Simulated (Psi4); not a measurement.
# SiH2Cl (chlorosilyl radical): U-mPW1PW91/6-311G(2df,2pd) (ZORA)

What is the electrostatic solvation energy at fixed shape (IEF-PCM, n-heptane) of SiH2Cl (chlorosilyl radical) at U-mPW1PW91/6-311G(2df,2pd) (ZORA)? Input form: a Python script.

The results are computed with Psi4 1.11.

5 further runs of the same task are left out: 4 that didn't finish, 1 set aside as unsound or not needed.

## Step 1: The molecule

The species is SiH2Cl (4 atoms), meant as a doublet with charge 0. SMILES: `[SiH2]Cl`. Geometry: relaxed at GFN2-xTB.

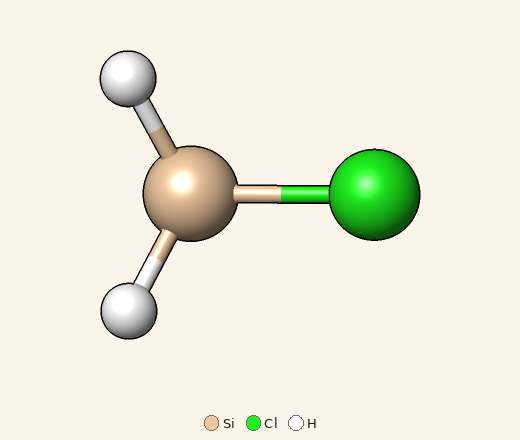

The structure, seen from a chosen angle (silicon light orange, chlorine green, hydrogen white).

## Step 2: The charge distribution at U-mPW1PW91/6-311G(2df,2pd) (ZORA)

run.py reads:

```python
import psi4

psi4.set_memory('1600 MB')
psi4.set_num_threads(1)
psi4.core.set_output_file('output.dat', False)

geom = psi4.geometry("""
0 2
Si    -0.283580     0.237700     0.131590
Cl     1.597690    -0.059610     0.811090
H     -1.065000    -0.978280     0.263310
H     -0.249110     0.800200    -1.205980
symmetry c1
""")

psi4.set_options(dict(basis='6-311G(2df,2pd)', reference='uks', scf_type='pk', relativistic='zora'))

e, wfn = psi4.energy("MPW1PW91", molecule=geom, return_wfn=True)
psi4.oeprop(wfn, "MULTIPOLE(3)", "ESP_AT_NUCLEI", "QUADRUPOLE", "DIPOLE")
print(f'MPW1PW91 energy: {e:.10f} Eh')
for k, v in sorted(psi4.core.scalar_variables().items()):
    print(f'{k:45s} {v:18.10f}')
```

On the command line:

```bash
$ python run.py
```

output.dat:

```text
[...]
  Running in c1 symmetry.
[...]
  Nuclear repulsion =   78.978688451799243
[...]
  Multiplicity = 2
[...]
  Nalpha       = 17
  Nbeta        = 16
[...]
    Number of basis functions: 104
[...]
   @UKS iter   1:  -753.97552696433070   -2.37431e-01   3.96279e-03 DIIS/ADIIS
[...]
   @UKS iter   8:  -754.01976967256599   -2.87881e-08   4.44837e-07 DIIS
[...]
   @S^2 Observed:                7.525908484E-01
[...]
    Orbital Energies [Eh]
    ---------------------
    Alpha Occupied:
       1A   -102.504021     2A    -66.618390     3A     -9.618796
       4A     -7.293504     5A     -7.289459     6A     -7.288304
       7A     -5.393961     8A     -3.708413     9A     -3.704630
      10A     -3.701425    11A     -0.871573    12A     -0.566619
      13A     -0.418994    14A     -0.412827    15A     -0.375529
      16A     -0.342643    17A     -0.231830
    Alpha Virtual:
      18A     -0.005428    19A      0.038106    20A      0.050674
      21A      0.136845    22A      0.145843    23A      0.163492
      24A      0.165849    25A      0.218154    26A      0.221311
[...]
  @UKS Final Energy:  -754.01976967256599
   => Energetics <=
    Nuclear Repulsion Energy =             78.9786884517992434
    One-Electron Energy =               -1198.7332461754540418
    Two-Electron Energy =                 403.6872681817835655
    DFT Exchange-Correlation Energy =     -37.9524801306946955
    Empirical Dispersion Energy =           0.0000000000000000
    VV10 Nonlocal Energy =                  0.0000000000000000
    Total Energy =                       -754.0197696725659853
[...]
 Multipole Moments:
 ------------------------------------------------------------------------------------
     Multipole            Electronic (a.u.)      Nuclear  (a.u.)        Total (a.u.)
 ------------------------------------------------------------------------------------
 L = 1.  Multiply by 2.5417464519 to convert [e a0] to [Debye]
 Dipole X            :          3.0084257           -3.4048088           -0.3963831
 Dipole Y            :          0.1992214           -0.1734506            0.0257709
 Dipole Z            :          1.9063150           -2.0930649           -0.1867499
 Magnitude           :                                                    0.4389297
 L = 2.  Multiply by 1.3450342976 to convert [e a0^2] to [Debye ang]
 Quadrupole XX       :       -131.2954751          111.8188406          -19.4766346
 Quadrupole XY       :         11.2386467          -11.1825934            0.0560532
[...]
```

On the terminal:

```text
MPW1PW91 energy: -754.0197696726 Eh
CURRENT ENERGY                                   -754.0197696726
CURRENT REFERENCE ENERGY                         -754.0197696726
DD SOLVATION ENERGY                                 0.0000000000
DFT FUNCTIONAL TOTAL ENERGY                      -754.0197696726
DFT TOTAL ENERGY                                 -754.0197696726
DFT VV10 ENERGY                                     0.0000000000
DFT XC ENERGY                                     -37.9524801307
ESP AT CENTER 1                                   -49.4797469622
ESP AT CENTER 2                                   -64.8060961039
ESP AT CENTER 3                                    -1.0896167047
ESP AT CENTER 4                                    -1.0897718974
GRID ELECTRONS ALPHA                               17.0000005035
GRID ELECTRONS BETA                                16.0000011740
GRID ELECTRONS TOTAL                               33.0000016775
NUCLEAR REPULSION ENERGY                           78.9786884518
ONE-ELECTRON ENERGY                             -1198.7332461755
PCM POLARIZATION ENERGY                             0.0000000000
PE ENERGY                                           0.0000000000
SCF ITERATION ENERGY                             -754.0197696726
SCF ITERATIONS                                      8.0000000000
SCF TOTAL ENERGY                                 -754.0197696726
TWO-ELECTRON ENERGY                               403.6872681818
XC GRID RADIAL POINTS                              75.0000000000
XC GRID SPHERICAL POINTS                          302.0000000000
XC GRID TOTAL POINTS                            86801.0000000000
```

Run time: 16 s. Hardware: 1 thread of Intel Xeon Platinum 8488C (Sapphire Rapids), shared host; peak memory 0.75 GiB.

## Step 3: Energy and one-electron properties at U-mPW1PW91/6-311G(2df,2pd) (ZORA, IEF-PCM n-heptane)

clh2si.py reads:

```python
import psi4

psi4.set_memory('1600 MB')
psi4.set_num_threads(1)
psi4.set_output_file('psi4.out', False)

geom = psi4.geometry("""
0 2
Si    -0.53588853     0.44918790     0.24866906
Cl     3.01919653    -0.11264657     1.53273796
H     -2.01255832    -1.84868127     0.49758379
H     -0.47074967     1.51215884    -2.27897191
units au
symmetry c1
""")

psi4.set_options(dict(basis='6-311G(2df,2pd)', reference='uks', scf_type='pk', relativistic='zora', pcm=True))
psi4.pcm_helper("""
  Units = Angstrom
  Medium {
    SolverType = IEFPCM
    Solvent = C7H16
  }
  Cavity {
    Type = GePol
    RadiiSet = UFF
    Scaling = False
    Area = 0.3
    Mode = Implicit
  }
""")

energy_value, wavefunction = psi4.energy("MPW1PW91", return_wfn=True)
psi4.oeprop(wavefunction, "MULTIPOLE(3)", "ESP_AT_NUCLEI", "QUADRUPOLE", "DIPOLE")
print(f'MPW1PW91 energy: {energy_value:.10f} Eh')
for k, v in sorted(psi4.core.scalar_variables().items()):
    print(f'{k:45s} {v:18.10f}')
```

On the command line:

```bash
$ python clh2si.py
```

psi4.out:

```text
[...]
  Running in c1 symmetry.
[...]
  Nuclear repulsion =   78.978688623151612
[...]
  Multiplicity = 2
[...]
  Nalpha       = 17
  Nbeta        = 16
[...]
    Number of basis functions: 104
[...]
   @UKS iter   1:  -753.97676760151899   -2.37912e-01   3.95355e-03 DIIS/ADIIS
[...]
   @UKS iter   8:  -754.02043001308368   -4.16711e-08   3.73283e-07 DIIS
[...]
   @S^2 Observed:                7.525727000E-01
[...]
    Orbital Energies [Eh]
    ---------------------
    Alpha Occupied:
       1A   -102.501659     2A    -66.614061     3A     -9.616536
       4A     -7.291205     5A     -7.287189     6A     -7.286071
       7A     -5.389605     8A     -3.704056     9A     -3.700314
      10A     -3.697017    11A     -0.869507    12A     -0.562244
      13A     -0.415929    14A     -0.408602    15A     -0.373503
      16A     -0.340008    17A     -0.227366
    Alpha Virtual:
      18A     -0.000746    19A      0.042891    20A      0.055227
      21A      0.141127    22A      0.150127    23A      0.166867
      24A      0.170576    25A      0.219333    26A      0.225446
[...]
  @UKS Final Energy:  -754.02043001308368
   => Energetics <=
    Nuclear Repulsion Energy =             78.9786886231516121
    One-Electron Energy =               -1198.7393171949229327
    Two-Electron Energy =                 403.6936935693534565
    DFT Exchange-Correlation Energy =     -37.9527904477197993
    Empirical Dispersion Energy =           0.0000000000000000
    VV10 Nonlocal Energy =                  0.0000000000000000
    PCM Polarization Energy =              -0.0007045629459712
    Total Energy =                       -754.0204300130837964
[...]
 Multipole Moments:
 ------------------------------------------------------------------------------------
     Multipole            Electronic (a.u.)      Nuclear  (a.u.)        Total (a.u.)
 ------------------------------------------------------------------------------------
 L = 1.  Multiply by 2.5417464519 to convert [e a0] to [Debye]
 Dipole X            :          2.9533980           -3.4048088           -0.4514108
 Dipole Y            :          0.2051541           -0.1734506            0.0317035
 Dipole Z            :          1.8832688           -2.0930649           -0.2097961
 Magnitude           :                                                    0.4987897
 L = 2.  Multiply by 1.3450342976 to convert [e a0^2] to [Debye ang]
 Quadrupole XX       :       -131.2744456          111.8188401          -19.4556055
 Quadrupole XY       :         11.2370596          -11.1825933            0.0544663
[...]
```

The script printed:

```text
MPW1PW91 energy: -754.0204300131 Eh
CURRENT ENERGY                                   -754.0204300131
CURRENT REFERENCE ENERGY                         -754.0204300131
DD SOLVATION ENERGY                                 0.0000000000
DFT FUNCTIONAL TOTAL ENERGY                      -754.0197254501
DFT TOTAL ENERGY                                 -754.0197254501
DFT VV10 ENERGY                                     0.0000000000
DFT XC ENERGY                                     -37.9527904477
ESP AT CENTER 1                                   -49.4778933319
ESP AT CENTER 2                                   -64.8083294757
ESP AT CENTER 3                                    -1.0877190904
ESP AT CENTER 4                                    -1.0878949094
GRID ELECTRONS ALPHA                               17.0000005112
GRID ELECTRONS BETA                                16.0000011838
GRID ELECTRONS TOTAL                               33.0000016950
NUCLEAR REPULSION ENERGY                           78.9786886232
ONE-ELECTRON ENERGY                             -1198.7393171949
PCM POLARIZATION ENERGY                            -0.0007045629
PE ENERGY                                           0.0000000000
SCF ITERATION ENERGY                             -754.0204300131
SCF ITERATIONS                                      8.0000000000
SCF TOTAL ENERGY                                 -754.0204300131
TWO-ELECTRON ENERGY                               403.6936935694
XC GRID RADIAL POINTS                              75.0000000000
XC GRID SPHERICAL POINTS                          302.0000000000
XC GRID TOTAL POINTS                            86806.0000000000
```

Wall time 18 s (1 thread of Intel Xeon Platinum 8488C (Sapphire Rapids), shared host); peak memory 0.78 GiB.

## Step 4: Results

At U-mPW1PW91/6-311G(2df,2pd) (ZORA):

| quantity | value |
| --- | --- |
| gas phase: total energy | -754.01977 Eh |
| gas phase: dipole moment | 1.12 D |
| gas phase: HOMO energy (highest over α and β) | -6.31 eV |
| gas phase: LUMO energy (lowest over α and β) | -2.50 eV |
| gas phase: ⟨S²⟩ | 0.753 |
| IEF-PCM, n-heptane: total energy | -754.02043 Eh |
| IEF-PCM, n-heptane: dipole moment | 1.27 D |
| IEF-PCM, n-heptane: HOMO energy (highest over α and β) | -6.19 eV |
| IEF-PCM, n-heptane: LUMO energy (lowest over α and β) | -2.37 eV |
| IEF-PCM, n-heptane: solvent term in the energy | -1.8 kJ/mol |
| IEF-PCM, n-heptane: ⟨S²⟩ | 0.753 |
| energy change from gas to solvent at fixed shape | -0.018 eV |

In words: The solvent model (IEF-PCM, n-heptane) lowers the energy by 0.02 eV (−1.7 kJ/mol) at the same shape. It holds the electrostatic part alone, without cavity or dispersion terms.
